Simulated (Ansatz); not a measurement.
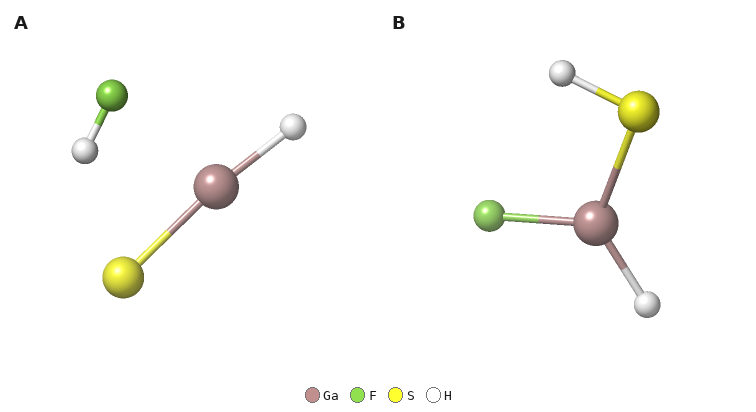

2 stationary structures of one formula. Geometries: PBE0-D4/def2-TZVP. Electronic energies: BHLYP-D4/def2-TZVPP (Ansatz 0.2.0), without zero-point energy.

> Which structure is the most stable?

B is lowest (Cs, a minimum); A lies 1.416 eV above it (Cs, a minimum).
